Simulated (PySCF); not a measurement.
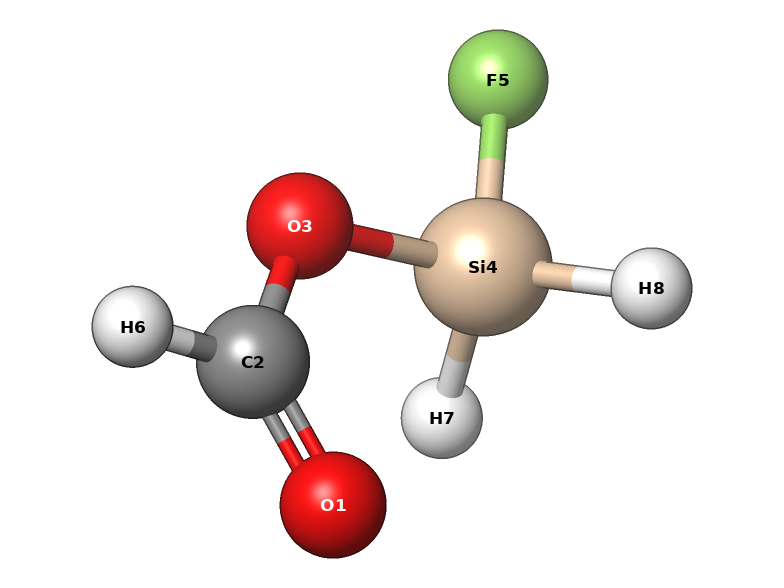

The computed structure is the end point of a PBE0-D3(BJ)/def2-SVP optimisation. No frequency run is at hand to confirm it as a minimum. Properties computed with delta-SCF UKS SCAN, pcX-2 on the ionised atom, pcseg-1 elsewhere, spin-free X2C (PySCF 2.14.0).

Give the core-electron binding energies (to vacuum; p and d levels without spin–orbit splitting) of O1 1s, C2 1s, O3 1s, Si4 1s, Si4 2p, F5 1s.

```json
{"atom": "O1", "level": "1s", "binding energy (eV)": "538.8"}
{"atom": "C2", "level": "1s", "binding energy (eV)": "295.7"}
{"atom": "O3", "level": "1s", "binding energy (eV)": "539.9"}
{"atom": "Si4", "level": "1s", "binding energy (eV)": "1849.4"}
{"atom": "Si4", "level": "2p", "binding energy (eV)": "109.5"}
{"atom": "F5", "level": "1s", "binding energy (eV)": "693.0"}
```
